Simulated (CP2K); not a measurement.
4-carboxypyridine has these distinct O atoms: O1 (bonded to C) and O3 (bonded to C and H).

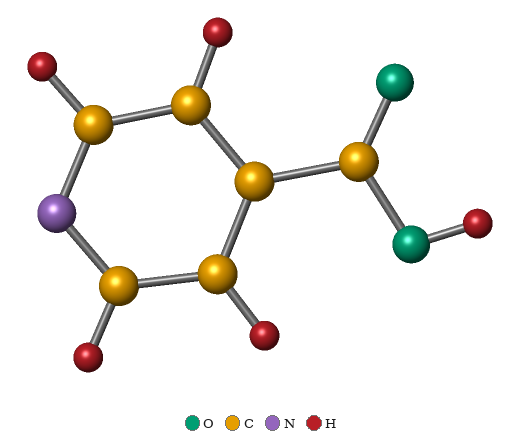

The molecule (oxygen teal, carbon orange, nitrogen purple, hydrogen red).

```xyz
14

O     2.6249    0.8837   -0.4791
C     1.8927    0.0046   -0.0458
O     2.3702   -1.1640    0.5009
C     0.4005    0.0536   -0.0367
C    -0.2496    1.1731   -0.5677
C    -1.6449    1.2074   -0.5470
N    -2.4135    0.2220   -0.0440
C    -1.7726   -0.8492    0.4573
C    -0.3823   -0.9840    0.4850
H     3.3458   -1.0928    0.4497
H     0.3340    1.9942   -0.9817
H    -2.1798    2.0686   -0.9535
H    -2.4071   -1.6432    0.8580
H     0.0818   -1.8737    0.9046
```

Their partial O K spectra (CP2K XAS_TDP, all-electron GAPW, PBEh(45%), aug-cc-pVDZ, TDA, GW2X-corrected core level, no relativity) are given in random order, each times the number of alike atoms.

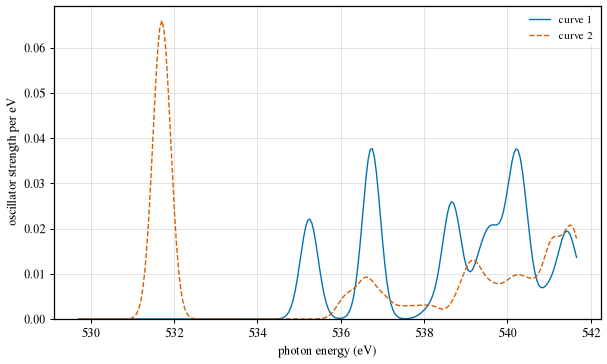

Gaussian full width 0.5 eV, oscillator strength per eV, alike atoms added, rows of zeros left out.

Question: Which curve belongs to which atom?

Curve 1: O3 (bonded to C and H), leading line at 535.25 eV (f = 0.012 an atom), ionisation energy 540.11 eV, term value 4.86 eV. Curve 2: O1 (bonded to C), leading line at 531.71 eV (f = 0.035 an atom), ionisation energy 538.15 eV, term value 6.44 eV. The leading line of an atom is its first one with 35 % of the strongest within 2.5 eV of its lowest line over the strength cut. A line lies at the core ionisation energy, which rises as an atom loses charge to its neighbours or to a π system, less the term value, which is large for a low π* or σ* orbital with weight on that atom.

[Banner, clock and machine lines of the logs are left out without a mark of their own.]

[Logs are printed without paths, hosts, clocks, repeated set-up lines and the standing remarks that a program may print on its own settings, such as how far it seeks lower states.]

[Hosts, paths, dates, database ids (printed as entryN), source tags and the programs' standing remarks are cut or masked in the printed files.]
